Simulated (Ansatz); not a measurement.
RhSb3 (space group Im-3)

```cif
data_Rh4Sb12
_chemical_formula_sum 'Sb12 Rh4'
_space_group_name_H-M_alt 'P 1'
_space_group_IT_number 1
_cell_length_a 8.00877
_cell_length_b 8.00877
_cell_length_c 8.00877
_cell_angle_alpha 109.471
_cell_angle_beta 109.471
_cell_angle_gamma 109.471
loop_
_space_group_symop_operation_xyz
  'x, y, z'
loop_
_atom_site_label
_atom_site_type_symbol
_atom_site_fract_x
_atom_site_fract_y
_atom_site_fract_z
_atom_site_occupancy
Sb1 Sb 0.15505 0.33959 0.49465 1
Sb2 Sb 0.84495 0.66041 0.50535 1
Sb3 Sb 0.84495 0.33959 0.18454 1
Sb4 Sb 0.15505 0.66041 0.81546 1
Sb5 Sb 0.49465 0.15505 0.33959 1
Sb6 Sb 0.50535 0.84495 0.66041 1
Sb7 Sb 0.18454 0.84495 0.33959 1
Sb8 Sb 0.81546 0.15505 0.66041 1
Sb9 Sb 0.33959 0.49465 0.15505 1
Sb10 Sb 0.66041 0.50535 0.84495 1
Sb11 Sb 0.33959 0.18454 0.84495 1
Sb12 Sb 0.66041 0.81546 0.15505 1
Rh1 Rh 0.50000 0.50000 0.50000 1
Rh2 Rh 0.00000 0.00000 0.50000 1
Rh3 Rh 0.50000 0.00000 0.00000 1
Rh4 Rh 0.00000 0.50000 0.00000 1
```

The volume is varied about the relaxed value V₀ at fixed cell shape. The atoms relax within the cell's symmetry.

These are PBEsol (plane waves to 420 eV, PAW, scalar-relativistic; Ansatz, a program for electronic structure) values and carry that method's errors. k mesh 6×6×6 (Γ-centred), Fermi-Dirac smearing 0.05 eV. E stands for the smeared free energy. At this level the bands of RhSb3 touch or barely overlap; measurements give the solid a gap. RhSb3 is run without spin polarisation. RhSb3 was relaxed with its symmetry unable to fall. Spin-orbit coupling is left out, though Sb is heavy. The zero of ΔE is the relaxed starting cell.

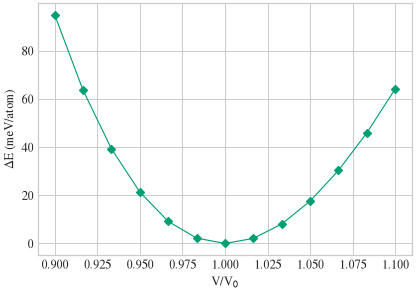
Figure. ΔE (meV/atom) against V/V₀; markers are the computed points, lines only join them.

Question: What is ΔE at V/V₀ = 0.900?

Answer: About 95 meV/atom.

Question: What is ΔE at V/V₀ = 1.100?

Answer: About 64 meV/atom.

Question: What bulk modulus B₀ follows from a third-order Birch-Murnaghan fit?

Answer: About 100 GPa.

(Under strain, the slope of the energy per volume gives the stress and its curvature an elastic modulus.)
